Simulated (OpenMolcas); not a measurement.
## Single-point calculation, with input and output: BH$_{2}$S (charge +1)

System: BH$_{2}$S, charge +1.
Method: HF/STO-3G, RHF (OpenMolcas 26.06).

The geometry is that of the parent species in another charge or spin state. The geometry comes from this level: GFN2-xTB.

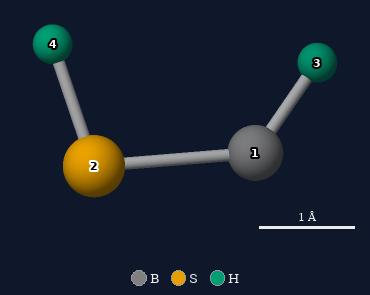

The input geometry (ball-and-stick view, seen on its broad side; atoms are numbered from 1 in the order of the input). Bond lengths as drawn: B–H 1.16 Å, B–S 1.72 Å and H–S 1.36 Å.

**Input**
```
* BH2S Hartree-Fock

&GATEWAY
  BasLib=$CurrDir
  Coord
  4
  angstrom
  B        0.385960      -0.347990       0.780090
  S       -0.038390       1.109810      -0.031020
  H        0.247360      -1.448620       0.442720
  H       -0.594920       0.686800      -1.191790
  Basis=STO-3G
  Group=NoSym

&SEWARD

&SCF
  Charge=1
  PrOrbitals=1 1
```

Run on 1 thread of Arm Neoverse V2, 24 GiB of memory available, shared host.

Command:
```bash
export MOLCAS_MEM=1860
pymolcas step1.input > step1.log
```

**What the program printed**
```
--- Start Module: gateway ---

                                              &GATEWAY

                       available to each process: 1.9 GB of memory, 1 thread

 Basis Set     1 Label: B.STO-3G
 Basis set is read from library:.
 basistype.tbl is not found

 Basis Set     2 Label: S.STO-3G
 Basis set is read from library:.
 basistype.tbl is not found

 Basis Set     3 Label: H.STO-3G
 Basis set is read from library:.
 basistype.tbl is not found

++    Symmetry information:
      ---------------------

                    Character Table for C1

                             E
                    a        1  x, y, xy, Rz, z, xz, Ry, yz, Rx, I
--

++    Basis set information:
      ----------------------

      Basis set label: B.STO-3G.........

      Electronic valence basis set:
      ------------------
      Associated Effective Charge   5.000000 au
      Associated Actual Charge      5.000000 au
      Nuclear Model: Point charge

      Shell  nPrim  nBasis  Cartesian Spherical Contaminant
         s       6       2        X
         p       3       1        X

      Basis set label: S.STO-3G.........

      Electronic valence basis set:
      ------------------
      Associated Effective Charge  16.000000 au
      Associated Actual Charge     16.000000 au
      Nuclear Model: Point charge

      Shell  nPrim  nBasis  Cartesian Spherical Contaminant
         s       9       3        X
         p       6       2        X

      Basis set label: H.STO-3G.........

      Electronic valence basis set:
      ------------------
      Associated Effective Charge   1.000000 au
      Associated Actual Charge      1.000000 au
      Nuclear Model: Point charge

      Shell  nPrim  nBasis  Cartesian Spherical Contaminant
         s       3       1        X
--

++    Molecular structure info:
      -------------------------

                    ************************************************
                    **** Cartesian Coordinates / bohr, angstrom ****
                    ************************************************

     Center  Label                x              y              z                     x              y              z
        1      B1               0.729359      -0.657606       1.474156              0.385960      -0.347990       0.780090
        2      S2              -0.072547       2.097237      -0.058619             -0.038390       1.109810      -0.031020
        3      H3               0.467443      -2.737495       0.836620              0.247360      -1.448620       0.442720
        4      H4              -1.124236       1.297864      -2.252157             -0.594920       0.686800      -1.191790

                    ***************************************
                    *    InterNuclear Distances / bohr    *
                    ***************************************

               1 B1            2 S2            3 H3            4 H4
    1 B1       0.000000
    2 S2       3.252939        0.000000
    3 H3       2.191117        4.946481        0.000000
    4 H4       4.598378        2.560596        5.325233        0.000000

                    *******************************************
                    *    InterNuclear Distances / angstrom    *
                    *******************************************

               1 B1            2 S2            3 H3            4 H4
    1 B1       0.000000
    2 S2       1.721381        0.000000
    3 H3       1.159489        2.617565        0.000000
    4 H4       2.433357        1.355009        2.817992        0.000000
--

            Nuclear Potential Energy             37.63337826 au

--- Stop Module: gateway /rc=_RC_ALL_IS_WELL_ ---

--- Start Module: seward ---

                                              &SEWARD

                       available to each process: 1.9 GB of memory, 1 thread

               SEWARD will generate:
                  Multipole Moment integrals up to order  2
                  Kinetic Energy integrals
                  Nuclear Attraction integrals (point charge)
                  One-Electron Hamiltonian integrals
                  Velocity integrals
                  Orbital angular momentum around (  0.1122   1.2970   0.2873 )
                  Velocity quadrupole around (  0.1122   1.2970   0.2873 )
                  Two-Electron Repulsion integrals

                   Integrals are discarded if absolute value <: 1.00E-14
                   Integral cutoff threshold is set to       <: 1.00E-16

            Nuclear Potential Energy             37.63337826 au

      Basis set specifications :
      Symmetry species         a
      Basis functions           16

--- Stop Module: seward /rc=_RC_ALL_IS_WELL_ ---

--- Start Module: scf ---

                                                &SCF

                       available to each process: 1.9 GB of memory, 1 thread

++    Input section:
      --------------

      Header of the integral files:

      Cartesian coordinates in angstrom:
      -----------------------------------------------------
      No.  Label        X            Y            Z
      -----------------------------------------------------
       1   B1         0.38596000  -0.34799000   0.78009000
       2   S2        -0.03839000   1.10981000  -0.03102000
       3   H3         0.24736000  -1.44862000   0.44272000
       4   H4        -0.59492000   0.68680000  -1.19179000
      -----------------------------------------------------
      Nuclear repulsion energy =   37.63337826
--

++    Orbital specifications:
      -----------------------

      Symmetry species               1
                                     a
      Frozen orbitals                0
      Aufbau                        11
      Start temperature = 0.500
      End temperature   = 0.010
      Temperature Factor= 0.460
      Deleted orbitals               0
      Total number of orbitals      16
      Number of basis functions     16
--

      Molecular charge                           1.000

++    Optimization specifications:
      ----------------------------

      SCF Algorithm: Conventional
      Minimized density differences are used
      Number of density matrices in core                 5
      Maximum number of NDDO SCF iterations            400
      Maximum number of HF SCF iterations              400
      Threshold for SCF energy change             1.00E-09
      Threshold for density matrix                1.00E-04
      Threshold for Fock matrix                   1.50E-04
      Threshold for linear dependence             1.00E-09
      Threshold at which DIIS is turned on        1.50E-01
      Maximum depth in the DIIS procedure                5
      Maximum depth in the BFGS Hessian update          30
      Threshold at which QNR/C2DIIS is turned on  7.50E-02
      Threshold for Norm(delta) (QNR/C2DIIS)      1.00E-03
      All orbitals punched on: SCFORB
--

      Input vectors read from INPORB
      Orbital file label: *Guess orbitals

++ Convergence information
                                   SCF        iterations: Energy and convergence statistics

Iter     Tot. SCF        One-elec.       Two-elec.     Energy      Max Dij or  Max Fij      DNorm      TNorm      AccCon     Time
         Energy          Energy          Energy        Change      Delta Norm                                                in Sec.
   1  -415.115843632  -641.664823727   188.915601832   0.00E+00    8.52E-02*   4.73E-01*    7.62E+00   7.05E+01   None         0.
   2  -416.964019679  -649.946970892   195.349572950  -1.85E+00*   5.89E-01*   2.52E-01*    3.52E+00   7.20E+01   EDIIS        0.
   3  -417.470030117  -642.550191348   187.446782967  -5.06E-01*   3.84E-01*   2.98E-01*    2.83E+00   7.02E+01   EDIIS        0.
   4  -418.204052956  -650.207612781   194.370181562  -7.34E-01*   6.75E-01*   2.67E-01*    1.75E+00   7.18E+01   EDIIS        0.
   5  -418.316770308  -645.825068917   189.874920346  -1.13E-01*   2.79E-01*   1.43E-01*    1.45E+00   7.09E+01   EDIIS        0.
   6  -418.393464632  -648.190524831   192.163681935  -7.67E-02*   1.52E-01*   7.51E-02*    2.48E-01   7.14E+01   EDIIS        0.
   7  -418.402267296  -647.218085641   191.182440081  -8.80E-03*   8.24E-02*   2.52E-02*    1.20E-01   7.12E+01   EDIIS        0.

       Fermi aufbau procedure completed!
      nOcc=   11

   8  -418.404499326  -647.680480393   191.642602804  -2.23E-03*   1.37E-02*   9.72E-03*    1.74E-02   7.13E+01   c2DIIS       0.
   9  -418.405107592  -647.533285354   191.494799499  -6.08E-04*   4.11E-03*   1.71E-03*    3.99E-03   7.12E+01   QNRc2DIIS    0.
  10  -418.405138712  -647.527880078   191.489363103  -3.11E-05*   5.16E-03*   9.79E-04*    7.91E-04   7.12E+01   QNRc2DIIS    0.
  11  -418.405151632  -647.530014257   191.491484362  -1.29E-05*   3.07E-04    2.16E-04*    4.80E-04   7.12E+01   QNRc2DIIS    0.
  12  -418.405151886  -647.527999130   191.489468981  -2.55E-07*   3.71E-04    1.08E-04     6.86E-05   7.12E+01   QNRc2DIIS    0.
  13  -418.405151983  -647.528036169   191.489505923  -9.65E-08*   2.82E-05    9.88E-06     4.83E-05   7.12E+01   QNRc2DIIS    0.
  14  -418.405151984  -647.527985395   191.489455148  -8.56E-10    2.97E-06    1.82E-06     2.97E-04   7.12E+01   QNRc2DIIS    0.

       Convergence after  14 Iterations
--

 *****************************************************************************************************************************
 *                                             SCF/KS-DFT Program, Final results                                             *
 *                                                       Final Results                                                       *
 *****************************************************************************************************************************

::    Total SCF energy                               -418.4051519837
      One-electron energy                            -647.5279853949
      Two-electron energy                             191.4894551479
      Nuclear repulsion energy                         37.6333782634
      Kinetic energy (interpolated)                   412.8010103542
      Virial theorem                                    1.0135758913
      Total spin, S(S+1)                                0.0000000000
      Total spin, S                                     0.0000000000
      Max non-diagonal density matrix element           0.0000039079
      Max non-diagonal Fock matrix element              0.0000004570

      All orbitals with orbital energies smaller than  E(LUMO)+0.5 are printed

++    Molecular orbitals:
      -------------------

      Title: SCF orbitals

      Molecular orbitals for symmetry species 1: a

          Orbital            1         2         3         4         5         6         7         8         9        10
          Energy          -91.1514   -9.0355   -7.8416   -6.6684   -6.6649   -6.6636   -1.2366   -0.9059   -0.8258   -0.6652
          Occ. No.          2.0000    2.0000    2.0000    2.0000    2.0000    2.0000    2.0000    2.0000    2.0000    2.0000

          Orbital           11        12        13        14        15
          Energy           -0.6155   -0.1821   -0.0911    0.1810    0.2653
          Occ. No.          2.0000    0.0000    0.0000    0.0000    0.0000

--

++    Molecular charges:
      ------------------

      Mulliken charges per centre and basis function type
      ---------------------------------------------------

                B1      S2      H3      H4
      1s       3.0573  5.8120  0.8997  0.8575
      2px      0.3758  3.4553  0.0000  0.0000
      2pz      0.1935  3.0957  0.0000  0.0000
      2py      0.9358  3.3173  0.0000  0.0000
      Total    4.5624 15.6804  0.8997  0.8575

      N-E      0.4376  0.3196  0.1003  0.1425

      Total electronic charge=   22.000000

      Total            charge=    1.000000
--

++    Molecular properties:
      ---------------------

      Charge (e):
                      =    1.0000
      Dipole Moment (debye):
      Origin of the operator (angstrom)=    0.0594    0.6864    0.1520
                   X=  5.8279E-01               Y= -3.2923E+00               Z=  1.0621E+00           Total=  3.5081E+00
      Center of Charge (angstrom)
                     X=    0.18070405               Y=    0.00092352               Z=    0.37315896
      Quadrupole Moment (debye*angstrom):
      Origin of the operator (angstrom)=    0.0594    0.6864    0.1520
                  XX= -1.4748E+01              XY= -1.3592E+00              XZ=  2.6873E+00              YY= -1.3193E+01
                  YZ= -2.6737E+00              ZZ= -1.0671E+01
      In traceless form (debye*angstrom)
                  XX= -2.8163E+00              XY= -2.0388E+00              XZ=  4.0310E+00              YY= -4.8299E-01
                  YZ= -4.0106E+00              ZZ=  3.2993E+00
--

--- Stop Module: scf /rc=_RC_ALL_IS_WELL_ ---

.##################.
.# Happy landing! #.
.##################.

    Timing: Wall=1.25 User=0.92 System=0.32
```

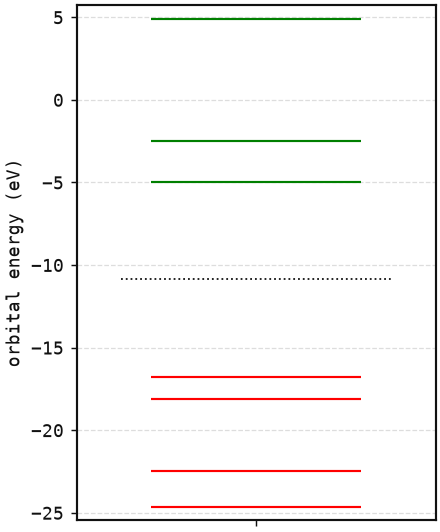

Orbital energies near the frontier; the dotted line parts filled from empty levels, and levels within 0.02 eV of each other stand side by side. Highest filled −16.75 eV, lowest empty −4.96 eV, 11.79 eV apart.

**Key numbers**

```tsv
quantity	value
outcome	converged
total energy	−418.405152 hartree
basis functions	16
HOMO	−16.75 eV
LUMO	−4.95 eV
wall time	1.4 s
peak memory	0.37 GiB
```
